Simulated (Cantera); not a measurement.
Charge: 1 mol SiH₄, 11 mol O₂, held at 13.3 mbar.

Equilibrium computed with Cantera from the NASA thermochemical tables; the gas is ideal and each condensed phase is pure. Candidate condensed phases: H₂O, Si, SiO₂; 18 gas species. The tables hold silica as quartz up to 1696 K and as liquid above; real silica turns to tridymite and cristobalite and melts near 1996 K. Rates play no part.

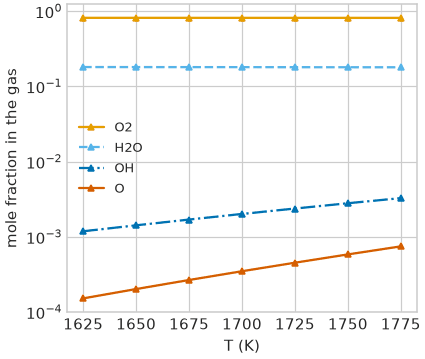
*Equilibrium gas composition (values under 1e-9 drawn at 1e-9)*

Task: Read off the mole fractions at 1675 K.

Result: O₂ about 0.82, H₂O about 0.18, OH about 0.0017, O about 0.00027.
